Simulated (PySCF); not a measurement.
# GdH12N4 (Gd(NH3)43+): the cost of one run

The runs use PySCF 2.14.0; PBE, Gd lcecp-1-SVP with ECP53, N def2-SVP, H def2-SVP; scalar-relativistic core potentials, no spin–orbit coupling.

3 further runs of the same task are left out: 2 for a known fault of the program, 1 that didn't finish.

**1. The starting structure**

17 atoms, charge 3, spin multiplicity 1.

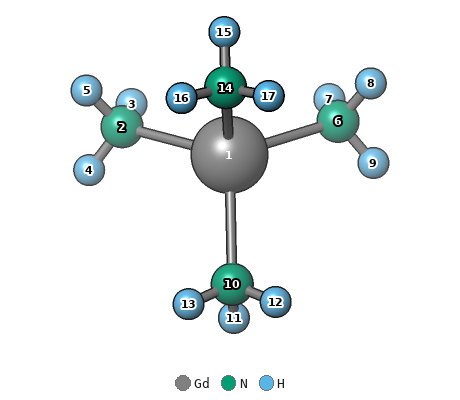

The geometry (gadolinium grey, nitrogen teal, hydrogen blue); atoms are numbered from 1 in the order of the file.

Geometry (Å):

```
Gd    0.0000    0.0000    0.0064
N     1.4283    1.4283    1.4249
H     1.3084    1.3084    2.4545
H     2.4566    1.3042    1.2986
H     1.3042    2.4566    1.2986
N    -1.4283   -1.4283    1.4249
H    -1.3084   -1.3084    2.4545
H    -2.4566   -1.3042    1.2986
H    -1.3042   -2.4566    1.2986
N     1.4242   -1.4242   -1.4239
H     2.0696   -2.0696   -0.9182
H     0.9152   -2.0673   -2.0688
H     2.0673   -0.9152   -2.0688
N    -1.4242    1.4242   -1.4239
H    -2.0696    2.0696   -0.9182
H    -0.9152    2.0673   -2.0688
H    -2.0673    0.9152   -2.0688
```

Formal oxidation states: Gd +3. Each metal's 7 4f electrons lie in its core potential, so multiplicities, spins and levels count the valence alone. An earlier session relaxed this geometry at PBE, Gd lcecp-1-SVP with ECP53, N def2-SVP, H def2-SVP (singlet, point group D2d). Its vibrations showed it to be a saddle point, relaxed within its symmetry.

Its energy there is -260.789486 Eh.

**2. Atoms moved at random, σ = 0.1 Å**

Contents of run.py (the lines that set the calculation):

```python
mol = gto.M(atom='''
Gd    -0.10525    -0.06501    -0.00782
N      1.53966     1.48971     1.35197
H      1.17738     1.30669     2.35352
H      2.48687     1.12334     1.30201
H      1.34821     2.53930     1.36460
N     -1.52829    -1.37123     1.44430
H     -1.20132    -1.13554     2.35774
H     -2.39235    -1.14431     1.17503
H     -1.35578    -2.59679     1.30579
N      1.57142    -1.59198    -1.46930
H      2.21889    -2.18152    -0.74574
H      0.69451    -2.08576    -2.09334
H      2.02595    -0.73903    -2.07408
N     -1.28339     1.53584    -1.50345
H     -2.20251     2.02680    -0.69358
H     -0.92654     1.98243    -1.96453
H     -2.06746     0.90707    -2.10312''',
    basis={'Gd': 'lcecp-1-SVP', 'N': 'def2-SVP', 'H': 'def2-SVP'},
    ecp={'Gd': 'lcecp-1-SVP'},
    charge=3, spin=0)
mf = dft.RKS(mol, xc='PBE')
mf.grids.atom_grid = (50, 194)  # f atoms: unpruned, at least (60, 302)
mf = mf.density_fit()  # fitting sets: Gd AutoAux, N def2-universal-JKFIT, H def2-universal-JKFIT
mf.conv_tol = 1e-08; mf.max_cycle = 55
mf.kernel(dm0)  # dm0: the density of the relaxed state
```

Command:

```sh
$ OMP_NUM_THREADS=4 python run.py
```

**Question.** How long does this run take on 4 threads of Intel Xeon Platinum 8488C (Sapphire Rapids), shared host?

About 7.4 s.
